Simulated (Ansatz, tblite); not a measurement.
# Ga(CO)H3 (CH3GaO): spin states and exact exchange

Is the singlet the ground state of Ga(CO)H3 (CH3GaO)? Other spin states are computed and compared level by level.

The runs use Ansatz 0.2.0, Gaussian basis; as each input shows.

The runs, in order: triplet, at the geometry of the singlet (GFN1-xTB, GFN2-xTB, PBE0-D4/def2-TZVP, PBE-D4/def2-TZVP, r2SCAN-D4/def2-TZVP); the singlet's energies come from earlier runs.

## 1. The relaxed structure

The singlet was relaxed beforehand with PBE0-D4/def2-TZVP.

6 atoms, charge 0, spin multiplicity 1.

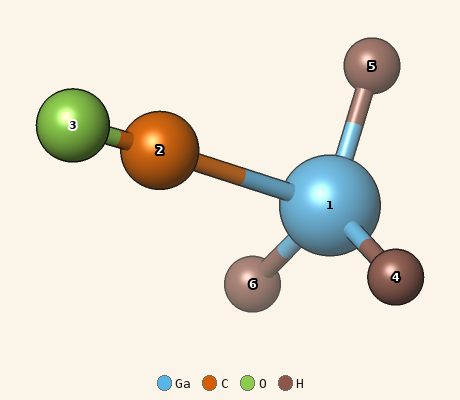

The geometry (gallium blue, carbon orange, oxygen green, hydrogen brown); atoms are numbered from 1 in the order of the file.

Geometry (Å):

```xyz
6
charge 0, multiplicity 1
Ga   -0.01270    0.00417   -0.85863
C     0.01450    0.01029    1.35774
O     0.03798   -0.01587    2.47662
H     1.55398    0.00540   -1.00399
H    -0.80245    1.35549   -1.00859
H    -0.79133   -1.35948   -0.96315
```

## 2. Triplet at the fixed geometry, GFN1-xTB

Tight binding, by tblite at 300 K electronic temperature and without a spin-polarisation term:

```python
tblite.interface.Calculator('GFN1-xTB', numbers, positions, charge=0, uhf=2).singlepoint()
```

Energy -259.1465 eV; 0.004 s.

## 3. Triplet at the fixed geometry, GFN2-xTB

Tight binding, by tblite at 300 K electronic temperature and without a spin-polarisation term:

```python
tblite.interface.Calculator('GFN2-xTB', numbers, positions, charge=0, uhf=2).singlepoint()
```

Energy -236.4156 eV; 0.003 s.

## 4. Triplet at the fixed geometry, PBE0-D4/def2-TZVP

The input, in.yaml:

```yaml
crystal:
  periodic: [false, false, false]
  atoms:
    - {symbol: Ga, position_ang: [-0.012696, 0.004169, -0.858627]}
    - {symbol: C, position_ang: [0.014500, 0.010286, 1.357743]}
    - {symbol: O, position_ang: [0.037984, -0.015867, 2.476619]}
    - {symbol: H, position_ang: [1.553983, 0.005402, -1.003994]}
    - {symbol: H, position_ang: [-0.802453, 1.355491, -1.008590]}
    - {symbol: H, position_ang: [-0.791328, -1.359479, -0.963151]}
basis:
  gaussian: {orbitals: def2-TZVP}
magnetization: {spin_polarized: true, initial_magnetization: 2}
hamiltonian: {xc: pbe0, dispersion: d4}
scf: {omitted_lower_state_checks: [starts]}
output: {orbitals: {seedname: orbitals}}
```

Started as:

```sh
$ ansatz run in.yaml --threads 4 --pin off --events-out ev --progress --plain --max-ram 3916MiB
```

The program printed:

```text
Functional definition: PBE0
  name "PBE0"
  cite "Adamo & Barone, J. Chem. Phys. 110, 6158 (1999) doi:10.1063/1.478522"
  cite "Perdew, Burke & Ernzerhof, Phys. Rev. Lett. 77, 3865 (1996) doi:10.1103/PhysRevLett.77.3865"
  parent pbe
  parameter a = 0.25
  parameter kappa = 0.804
  parameter beta = 0.06672455060314922
  exchange = (1 - a)*pbe_x(kappa = kappa, mu = beta*pi^2/3) + a*exact_x
  correlation = pbe_c(beta = beta)
these checks for a lower state are left out or cut short: starts
876 factors; their error is unknown
mean field evaluation 1: about -55489.4409 eV, gradient 3.6e1 eV
mean field evaluation 2: about -55448.3037 eV, gradient 8.6e1 eV
mean field evaluation 4: about -55494.1846 eV, gradient 8.0e0 eV
mean field evaluation 8: about -55494.4614 eV, gradient 2.6e-1 eV
mean field evaluation 16: about -55494.7703 eV, gradient 2.7e-1 eV
mean field -55494.78170197 eV, -2039.3956118332 hartree, gradient 7.2e-6 eV, S^2 2.013063; 0 other end points of the search recorded, 0 dependent functions left out
reference -55494.78173345 eV, -2039.3956129903 hartree; 25, 23 occupied and 103, 105 virtual orbitals, 876 factors
Total energy: -55494.85706012 eV, -2039.3983811942 hartree
Checks for a lower state left out: starts
```

Run time: 5 s. Hardware: 4 threads of Arm Neoverse V1, shared host.

Report: HOMO -2.57 eV, LUMO -7.39 eV (over both spins; with the spin held, an empty level of the minority spin lies below the top filled one); ⟨S²⟩ 2.013 (pure: 2.00).

## 5. Triplet at the fixed geometry, PBE-D4/def2-TZVP

start.molden holds the orbitals of an earlier run on this state, given as this run's starting guess.

Edit in.yaml of step 4 so:

```diff
@@ -10,5 +10,5 @@
 basis:
-  gaussian: {orbitals: def2-TZVP}
+  gaussian: {orbitals: def2-TZVP, initial_orbitals: start.molden}
 magnetization: {spin_polarized: true, initial_magnetization: 2}
-hamiltonian: {xc: pbe0, dispersion: d4}
+hamiltonian: {xc: pbe, dispersion: d4}
 scf: {omitted_lower_state_checks: [starts]}
```

Launched as before.

The program printed:

```text
Functional definition: PBE
  name "PBE"
  cite "Perdew, Burke & Ernzerhof, Phys. Rev. Lett. 77, 3865 (1996) doi:10.1103/PhysRevLett.77.3865"
  parent pbe
  parameter kappa = 0.804
  parameter beta = 0.06672455060314922
  exchange = pbe_x(kappa = kappa, mu = beta*pi^2/3)
  correlation = pbe_c(beta = beta)
these checks for a lower state are left out or cut short: starts
831 factors; their error is unknown
mean field evaluation 1: about -55493.8048 eV, gradient 7.1e0 eV
mean field evaluation 2: about -55493.9528 eV, gradient 4.2e-1 eV
mean field evaluation 4: about -55493.9747 eV, gradient 3.8e-1 eV
mean field evaluation 8: about -55493.9657 eV, gradient 3.5e-3 eV
mean field evaluation 16: about -55493.9657 eV, gradient 4.3e-4 eV
mean field -55493.96572787 eV, -2039.3656253384 hartree, gradient 1.6e-6 eV, S^2 2.005528; 0 other end points of the search recorded, 0 dependent functions left out
reference -55493.96576942 eV, -2039.3656268652 hartree; 25, 23 occupied and 103, 105 virtual orbitals, 831 factors
Total energy: -55494.05518633 eV, -2039.3689128760 hartree
Checks for a lower state left out: starts
```

Wall time 2.8 s (4 threads of Arm Neoverse V1, shared host).

Report: HOMO -1.83 eV, LUMO -7.99 eV (over both spins; with the spin held, an empty level of the minority spin lies below the top filled one); ⟨S²⟩ 2.006 (pure: 2.00).

## 6. Triplet at the fixed geometry, r2SCAN-D4/def2-TZVP

Edit in.yaml of step 5 so:

```diff
@@ -12,3 +12,3 @@
 magnetization: {spin_polarized: true, initial_magnetization: 2}
-hamiltonian: {xc: pbe, dispersion: d4}
+hamiltonian: {xc: r2scan, dispersion: d4}
 scf: {omitted_lower_state_checks: [starts]}
```

Same command.

The program printed, cut to the lines that bear on the results:

```text
Functional definition: r2SCAN
  name "r2SCAN"
  cite "Furness, Kaplan, Ning, Perdew & Sun, J. Phys. Chem. Lett. 11, 8208 (2020) doi:10.1021/acs.jpclett.0c02405"
  cite "Furness, Kaplan, Ning, Perdew & Sun, J. Phys. Chem. Lett. 11, 9248 (2020) doi:10.1021/acs.jpclett.0c03077"
  parent r2scan
[...]
831 factors; their error is unknown
[...]
mean field -55503.48124100 eV, -2039.7153139960 hartree, gradient 5.4e-6 eV, S^2 2.012610; 0 other end points of the search recorded, 0 dependent functions left out
reference -55503.48125578 eV, -2039.7153145391 hartree; 25, 23 occupied and 103, 105 virtual orbitals, 831 factors
Total energy: -55503.50191047 eV, -2039.7160735849 hartree
Checks for a lower state left out: starts
```

Run time: 7.5 s. Hardware: 4 threads of Arm Neoverse V1, shared host.

HOMO -1.90 eV, LUMO -7.96 eV (over both spins; with the spin held, an empty level of the minority spin lies below the top filled one); ⟨S²⟩ 2.013 (pure: 2.00).

## 7. Triplet less singlet, vertical

The singlet's energies are those of its earlier runs, whose logs aren't repeated here.

| level | triplet less singlet, vertical (kcal/mol) | time |
| --- | --- | --- |
| GFN1-xTB | +115.5 | 0.009 s |
| GFN2-xTB | +96.3 | 0.006 s |
| PBE-D4/def2-TZVP | +127.3 | 4.1 s |
| r2SCAN-D4/def2-TZVP | +130.1 | 9.1 s |
| PBE0-D4/def2-TZVP | +133.0 | 6 s |

Times add the two runs; a level without a time comes out of a correlated run. Tight binding without a spin term can't rank spin states.

## 8. Results

| quantity | value |
| --- | --- |
| triplet less singlet, vertical, functionals in def2-TZVP | +127.3 (PBE-D4) to +133.0 kcal/mol (PBE0-D4) |

All functionals put the triplet above the singlet, over a spread of 5.7 kcal/mol. The checks for a lower triplet were left out, so another state of that spin may lie lower. These are electronic energies, without zero-point motion, entropy or surroundings.
